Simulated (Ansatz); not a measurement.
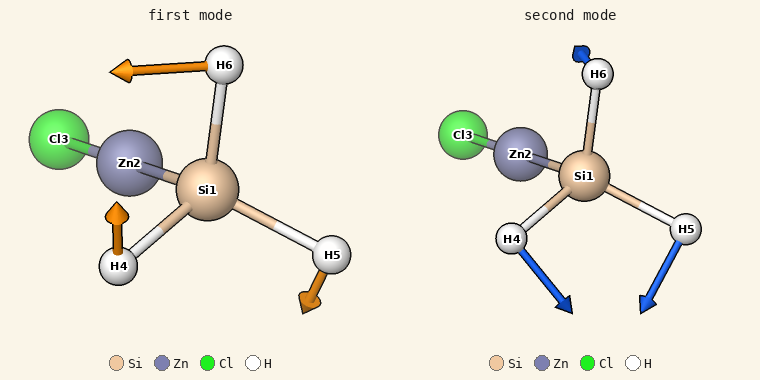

The system is ClH3SiZn, SMILES [SiH3][Zn][Cl]; the picture shows the reference structure; its two panels give the patterns of the first and the second mode as arrows. First axis: normal mode 8 (951 cm⁻¹). Second axis: normal mode 9 (952 cm⁻¹). Nothing is relaxed (straight displacements along the two mass-weighted modes). The grid has 15 × 15 points. Energies are in eV, from the lowest grid point. Computed with RKS B3LYP-D4/def2-TZVP in Ansatz.

Its coordinates:

```yaml
atoms:
  - { symbol: Si, position_ang: [-0.6659, 0.4062, -0.3978] }
  - { symbol: Zn, position_ang: [1.1325, -0.7066, 0.6445] }
  - { symbol: Cl, position_ang: [2.7592, -1.7158, 1.5877] }
  - { symbol: H, position_ang: [-0.4834, 0.4210, -1.8695] }
  - { symbol: H, position_ang: [-1.9460, -0.2767, -0.0902] }
  - { symbol: H, position_ang: [-0.7543, 1.8077, 0.0792] }
```

Range: normal mode 8 (951 cm⁻¹) from −0.600 to 0.600 amu½·Å; normal mode 9 (952 cm⁻¹) from −0.600 to 0.600 amu½·Å.

Question: What will the energy surface look like?

Answer: The lowest grid point is at normal mode 8 (951 cm⁻¹) = 0.000 amu½·Å, normal mode 9 (952 cm⁻¹) = 0.000 amu½·Å. No other kind of well shows on this grid. The highest grid point, normal mode 8 (951 cm⁻¹) = −0.600 amu½·Å, normal mode 9 (952 cm⁻¹) = −0.600 amu½·Å, lies 1.32 eV above the lowest.

```csv
"normal mode 9 (952 cm⁻¹) ↓, normal mode 8 (951 cm⁻¹) →",−0.600,−0.515,−0.429,−0.343,−0.257,−0.172,−0.086,0.000,0.086,0.172,0.257,0.343,0.429,0.515,0.600
0.600,1.18,1.04,0.92,0.82,0.75,0.70,0.66,0.65,0.66,0.69,0.74,0.81,0.90,1.02,1.16
0.515,1.01,0.87,0.75,0.65,0.57,0.52,0.49,0.47,0.48,0.51,0.56,0.64,0.73,0.85,1.00
0.429,0.87,0.72,0.60,0.50,0.43,0.37,0.34,0.33,0.33,0.37,0.42,0.50,0.59,0.72,0.86
0.343,0.76,0.61,0.49,0.39,0.31,0.25,0.22,0.21,0.22,0.25,0.30,0.38,0.48,0.61,0.76
0.257,0.68,0.53,0.40,0.30,0.22,0.16,0.13,0.11,0.13,0.16,0.22,0.30,0.40,0.53,0.68
0.172,0.63,0.47,0.34,0.24,0.16,0.10,0.06,0.05,0.06,0.10,0.15,0.24,0.34,0.48,0.64
0.086,0.60,0.45,0.31,0.20,0.12,0.06,0.02,0.01,0.02,0.06,0.12,0.21,0.32,0.45,0.61
0.000,0.61,0.45,0.31,0.20,0.11,0.05,0.01,0.00,0.01,0.05,0.11,0.20,0.31,0.45,0.62
−0.086,0.64,0.47,0.33,0.21,0.13,0.06,0.02,0.01,0.02,0.06,0.13,0.22,0.33,0.48,0.65
−0.172,0.69,0.52,0.38,0.26,0.17,0.10,0.06,0.05,0.06,0.10,0.17,0.26,0.38,0.52,0.70
−0.257,0.77,0.60,0.45,0.32,0.23,0.16,0.12,0.11,0.12,0.16,0.23,0.32,0.45,0.60,0.78
−0.343,0.87,0.69,0.54,0.41,0.32,0.25,0.20,0.19,0.20,0.24,0.31,0.41,0.54,0.69,0.87
−0.429,1.00,0.81,0.66,0.53,0.43,0.35,0.31,0.29,0.31,0.35,0.42,0.52,0.65,0.81,0.99
−0.515,1.15,0.96,0.80,0.66,0.56,0.48,0.44,0.42,0.44,0.48,0.55,0.65,0.78,0.95,1.14
−0.600,1.32,1.12,0.96,0.82,0.71,0.64,0.59,0.57,0.59,0.63,0.70,0.81,0.94,1.10,1.30
```

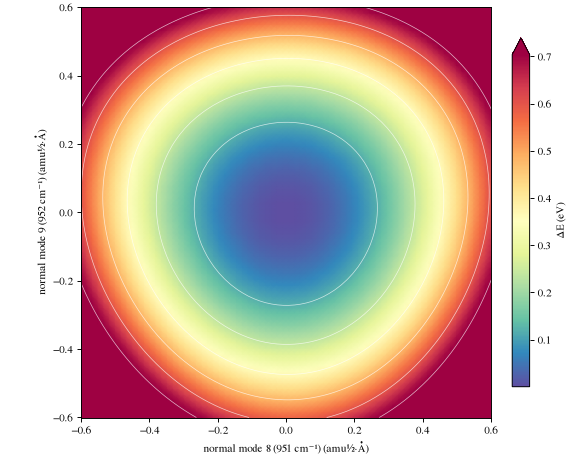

The picture shows a smooth colour map with a few white contour lines, one colour for all values above the top of the scale. Between grid points the surface is interpolated.

Time for the 225 points that were run: 26 min on 1 thread of Arm Neoverse V2, on a shared host.
